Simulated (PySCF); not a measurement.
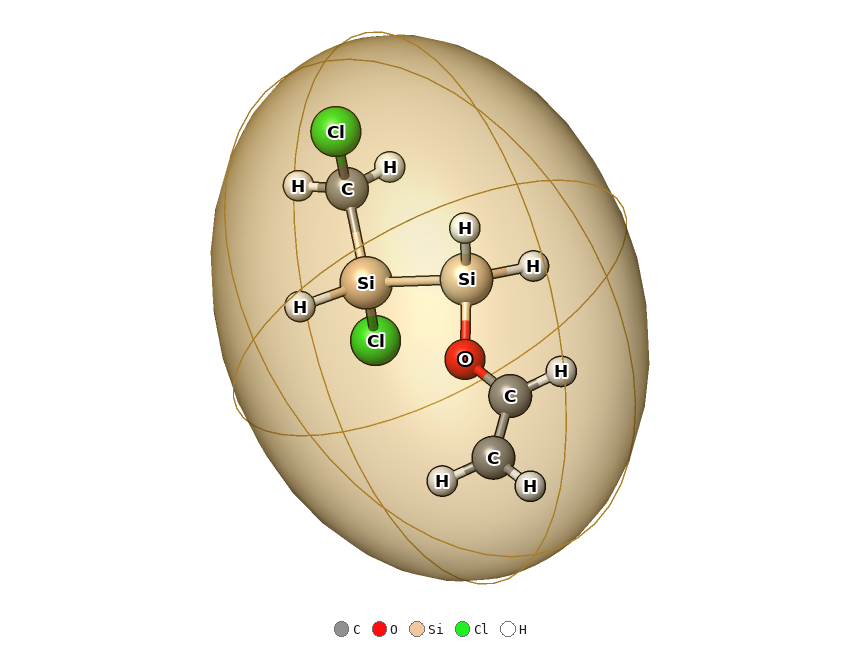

The ellipsoid shows the static dipole polarisability: its half-axes are proportional to the principal values. Computed geometry: GFN2-xTB optimisation. No frequency run is at hand to confirm it as a minimum. Level of theory: PBE0/def2-SVPD (PySCF 2.14.0).

Question. How large and how anisotropic is the polarisability?

Answer. Principal values 101.5, 122.8, 143.7 bohr³; mean 122.7 bohr³ (18.18 Å³); anisotropy 36.5 bohr³, so the longest axis is 1.42 times the shortest.

The geometry is semi-empirical. Around Si such bond lengths and angles can be off by a tenth of an ångström or more and by several degrees, and values that hang on the shape move with them.
